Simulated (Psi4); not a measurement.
# Si2H4F2 (SMILES F[SiH2][SiH2]F) at TPSS/6-31G(d) (spherical functions)

What is the energy change on altering one bond length of Si2H4F2 at TPSS/6-31G* (spherical functions)? 

The calculation is run with Psi4 1.11.

2 further runs of the same task are left out: 2 set aside as unsound or not needed.

## (1) The structure to begin with

Si2H4F2 has 8 atoms, charge 0, and is taken as a singlet. SMILES: `F[SiH2][SiH2]F`. The shape is that of a PBE0-D4/def2-TZVP optimisation. This is one conformer, not always the lowest.

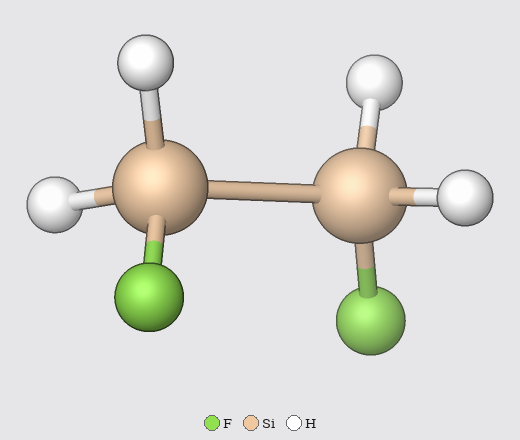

The structure, seen from a chosen angle (fluorine green, silicon light orange, hydrogen white).

## (2) Energy and gradient at TPSS/6-31G(d) (spherical functions)

Contents of input.in:

```
memory 2200 mb

molecule m {
  0 1
  F     -1.934800     1.205800    -0.274500
  Si    -0.357800     1.128100     0.012400
  Si     0.358600    -1.109600     0.044100
  F      0.281000    -1.742000    -1.428800
  H      0.340100     1.914200    -1.037000
  H     -0.099800     1.743700     1.341600
  H      1.774800    -1.164000     0.495400
  H     -0.477100    -1.941900     0.946800
  symmetry c1
}

set globals {
  basis 6-31G*
  reference rks
  puream true
  e_convergence 1e-09
  d_convergence 1e-08
  scf_type pk
  dft_radial_points 99
  dft_spherical_points 590
}

e_tot, wfn = gradient("tpss", return_wfn=True)
oeprop(wfn, "QUADRUPOLE", "MULLIKEN_CHARGES", "LOWDIN_CHARGES")
```

The run is started by

```bash
$ psi4 -n 1 input.in input.out
```

input.out:

```text
[...]
  Running in c1 symmetry.
[...]
  Nuclear repulsion =  221.605031983874795
[...]
  Multiplicity = 1
[...]
  Nalpha       = 25
  Nbeta        = 25
[...]
    Number of basis functions: 72
[...]
   @RKS iter   1:  -781.09840140307870   -4.57705e-01   6.78875e-03 DIIS/ADIIS
[...]
   @RKS iter  11:  -781.18829484238438   -1.70530e-12   2.33437e-09 DIIS
[...]
    Orbital Energies [Eh]
    ---------------------
    Doubly Occupied:
       1A    -65.709265     2A    -65.709243     3A    -24.414971
       4A    -24.414954     5A     -5.145066     6A     -5.145030
       7A     -3.522136     8A     -3.522071     9A     -3.518340
      10A     -3.518183    11A     -3.518153    12A     -3.517805
      13A     -1.103648    14A     -1.103090    15A     -0.532715
      16A     -0.486458    17A     -0.408194    18A     -0.401086
      19A     -0.390851    20A     -0.388459    21A     -0.384141
      22A     -0.361235    23A     -0.313348    24A     -0.311065
      25A     -0.262420
[...]
  @RKS Final Energy:  -781.18829484238438
   => Energetics <=
    Nuclear Repulsion Energy =            221.6050319838747953
    One-Electron Energy =               -1525.4298079645964208
    Two-Electron Energy =                 587.0971315440535818
    DFT Exchange-Correlation Energy =     -64.4606504057164074
    Empirical Dispersion Energy =           0.0000000000000000
    VV10 Nonlocal Energy =                  0.0000000000000000
    Total Energy =                       -781.1882948423843800
[...]
  -Total Gradient:
     Atom            X                  Y                   Z
    ------   -----------------  -----------------  -----------------
       1        0.017597520421    -0.000958711966     0.003113111199
       2       -0.013922928944     0.001790075132    -0.003090596381
       3       -0.000902280867    -0.006758392936    -0.012612550256
       4        0.000757882521     0.007100318501     0.016385972901
       5       -0.001568540889    -0.000411056825     0.000029238750
       6       -0.001363574154    -0.000490814605    -0.000699870414
       7       -0.000666904918    -0.000190606097    -0.001459959639
       8        0.000094465455    -0.000072182747    -0.001638001015
[...]
 Multipole Moments:
 ------------------------------------------------------------------------------------
     Multipole            Electronic (a.u.)      Nuclear  (a.u.)        Total (a.u.)
 ------------------------------------------------------------------------------------
 L = 1.  Multiply by 2.5417464519 to convert [e a0] to [Debye]
 Dipole X            :         -3.1611824            3.5828033            0.4216209
 Dipole Y            :         -1.0596489            1.2010570            0.1414081
 Dipole Z            :         -3.3617310            3.8103377            0.4486066
 Magnitude           :                                                    0.6316710
 L = 2.  Multiply by 1.3450342976 to convert [e a0^2] to [Debye ang]
 Quadrupole XX       :       -164.9780418          135.7466380          -29.2314038
 Quadrupole XY       :        138.2879349         -136.8892872            1.3986478
[...]
  Mulliken Charges: (a.u.)
   Center  Symbol    Alpha    Beta     Spin     Total
       1     F     4.68730  4.68730  0.00000 -0.37459
       2    SI     6.71558  6.71558  0.00000  0.56884
       3    SI     6.71559  6.71559  0.00000  0.56882
       4     F     4.68730  4.68730  0.00000 -0.37461
       5     H     0.54512  0.54512  0.00000 -0.09024
       6     H     0.55200  0.55200  0.00000 -0.10400
       7     H     0.55200  0.55200  0.00000 -0.10400
       8     H     0.54511  0.54511  0.00000 -0.09022
   Total alpha = 25.00000, Total beta = 25.00000, Total charge = -0.00000
[...]
```

Run time: 59 s. Hardware: 1 thread of Intel Xeon Platinum 8259CL at 2.50GHz (Skylake/Cascade Lake), shared host; peak memory 1.2 GiB.

## (3) The distorted shape, same level

Contents of job.json:

```json
{
  "schema_name": "qcschema_input",
  "schema_version": 1,
  "molecule": {
    "schema_name": "qcschema_molecule",
    "schema_version": 2,
    "symbols": ["F", "Si", "Si", "F", "H", "H", "H", "H"],
    "geometry": [-3.41940273, 2.51450738, -0.77455716, -0.43930463, 2.36767566, -0.23239474, 0.91449516, -1.86096449, -0.17249042, 0.76785242, -3.05602729, -2.95586803, 0.87953523, 3.85318936, -2.21547333, 0.04824471, 3.53099106, 2.27942923, 3.5907253, -1.96376559, 0.68034298, -0.90158833, -3.66965916, 1.78919269],
    "molecular_charge": 0,
    "molecular_multiplicity": 1,
    "fix_symmetry": "c1",
    "fix_com": true,
    "fix_orientation": true
  },
  "driver": "gradient",
  "model": {
    "method": "tpss",
    "basis": "6-31G*"
  },
  "keywords": {
    "puream": true,
    "e_convergence": 1e-09,
    "d_convergence": 1e-08,
    "scf_type": "pk",
    "dft_radial_points": 99,
    "dft_spherical_points": 590,
    "scf_properties": ["QUADRUPOLE", "MULLIKEN_CHARGES", "DIPOLE"]
  }
}
```

The run is started by

```bash
$ psi4 --qcschema job.json -n 1 --memory 2200MB
```

stdout (excerpt; [...] marks lines left out):

```text
[...]
  Running in c1 symmetry.
[...]
  Nuclear repulsion =  220.650989466350893
[...]
  Multiplicity = 1
[...]
  Nalpha       = 25
  Nbeta        = 25
[...]
    Number of basis functions: 72
[...]
   @RKS iter   1:  -781.08645844539626   -4.91504e-01   6.80254e-03 DIIS/ADIIS
[...]
   @RKS iter  11:  -781.17649646916902   -7.95808e-12   5.51889e-09 DIIS
[...]
  @RKS Final Energy:  -781.17649646916902
   => Energetics <=
    Nuclear Repulsion Energy =            220.6509894663508931
    One-Electron Energy =               -1523.3405650294116640
    Two-Electron Energy =                 585.9204037080457965
    DFT Exchange-Correlation Energy =     -64.4073246141541063
    Empirical Dispersion Energy =           0.0000000000000000
    VV10 Nonlocal Energy =                  0.0000000000000000
    Total Energy =                       -781.1764964691690238
[...]
 Multipole Moments:
[...]
  Mulliken Charges: (a.u.)
   Center  Symbol    Alpha    Beta     Spin     Total
       1     F     4.68651  4.68651  0.00000 -0.37302
       2    SI     6.70976  6.70976  0.00000  0.58048
       3    SI     6.71565  6.71565  0.00000  0.56869
       4     F     4.68413  4.68413  0.00000 -0.36825
       5     H     0.54435  0.54435  0.00000 -0.08870
       6     H     0.55045  0.55045  0.00000 -0.10090
       7     H     0.54900  0.54900  0.00000 -0.09800
       8     H     0.56015  0.56015  0.00000 -0.12030
   Total alpha = 25.00000, Total beta = 25.00000, Total charge = -0.00000
[...]
  -Total Gradient:
     Atom            X                  Y                   Z
    ------   -----------------  -----------------  -----------------
       1        0.016763556703    -0.000865187831     0.003158266612
       2       -0.011990966603     0.001402376848    -0.003830002290
       3        0.025420265720     0.018973862082    -0.040280543646
       4        0.000895011715     0.007131830731     0.014689656098
       5       -0.001752411495     0.000065373176     0.000171379877
       6       -0.001565703346    -0.000060356503    -0.000512952898
       7       -0.000087096966     0.000852881345    -0.001754493613
       8       -0.027656254260    -0.027495371872     0.028383108477
[...]
```

The result, in JSON:

```text
{
 "driver": "gradient",
 "model": {
  "method": "tpss",
  "basis": "6-31G*"
 },
 "success": true,
 "return_result": [0.01676355670284635, -0.0008651878314909298, 0.00315826661201829, -0.011990966602961242, 0.0014023768478995877, -0.0038300022900220384, 0.025420265719650538, 0.01897386208155688, -0.04028054364626381, 0.0008950117148799255, 0.007131830730877128, 0.014689656098294063, -0.001752411494931036, 6.537317617071048e-05, 0.00017137987716477066, -0.0015657033461913238, -6.035650267462167e-05, -0.0005129528982149301, -8.70969661792842e-05, 0.0008528813449122684, -0.001754493612935476, -0.02765625426014201, -0.027495371872397784, 0.028383108477466903],
 "properties": {
  "calcinfo_nbasis": 72,
  "calcinfo_nmo": 72,
  "calcinfo_nalpha": 25,
  "calcinfo_nbeta": 25,
  "calcinfo_natom": 8,
  "nuclear_repulsion_energy": 220.6509894663509,
  "return_energy": -781.176496469169,
  "return_gradient": [0.01676355670284635, -0.0008651878314909298, 0.00315826661201829, -0.011990966602961242, 0.0014023768478995877, -0.0038300022900220384, 0.025420265719650538, 0.01897386208155688, -0.04028054364626381, 0.0008950117148799255, 0.007131830730877128, 0.014689656098294063, -0.001752411494931036, 6.537317617071048e-05, 0.00017137987716477066, -0.0015657033461913238, -6.035650267462167e-05, -0.0005129528982149301, -8.70969661792842e-05, 0.0008528813449122684, -0.001754493612935476, -0.02765625426014201, -0.027495371872397784, 0.028383108477466903],
  "scf_one_electron_energy": -1523.3405650294117,
  "scf_two_electron_energy": 585.9204037080458,
  "scf_xc_energy": -64.4073246141541,
  "scf_dipole_moment": [0.5023414276171323, 0.2526853323210063, 0.3540319439102575],
  "scf_total_energy": -781.176496469169,
  "scf_total_gradient": [0.01676355670284635, -0.0008651878314909298, 0.00315826661201829, -0.011990966602961242, 0.0014023768478995877, -0.0038300022900220384, 0.025420265719650538, 0.01897386208155688, -0.04028054364626381, 0.0008950117148799255, 0.007131830730877128, 0.014689656098294063, -0.001752411494931036, 6.537317617071048e-05, 0.00017137987716477066, -0.0015657033461913238, -6.035650267462167e-05, -0.0005129528982149301, -8.70969661792842e-05, 0.0008528813449122684, -0.001754493612935476, -0.02765625426014201, -0.027495371872397784, 0.028383108477466903],
  "scf_iterations": 11
 }
}
```

Wall time 59 s (1 thread of Intel Xeon Platinum 8259CL at 2.50GHz (Skylake/Cascade Lake), shared host); peak memory 1.2 GiB.

## (4) Outcome

Level: TPSS/6-31G* (spherical functions).

```
                                                          quantity          value
                                         first shape: total energy  -781.18829 Eh
                                        first shape: dipole moment         1.61 D
                                          first shape: HOMO energy       -7.14 eV
                                          first shape: LUMO energy       -1.23 eV
                                        first shape: HOMO–LUMO gap        5.91 eV
                             first shape: largest force on an atom     0.920 eV/Å
                                     distorted shape: total energy  -781.17650 Eh
                                    distorted shape: dipole moment         1.69 D
                                      distorted shape: HOMO energy       -7.19 eV
                                      distorted shape: LUMO energy       -1.31 eV
                                    distorted shape: HOMO–LUMO gap        5.88 eV
                         distorted shape: largest force on an atom     2.636 eV/Å
energy change with the Si3–H8 bond stretched from 1.485 to 1.708 Å       0.321 eV
```

With the Si3–H8 bond stretched from 1.485 to 1.708 Å the energy rises by 0.32 eV (31.0 kJ/mol). The first shape isn't relaxed at this level, so the change isn't measured from a minimum. The largest force (first shape) is 0.92 eV/Å: the shape isn't a stationary point for this species at this level.
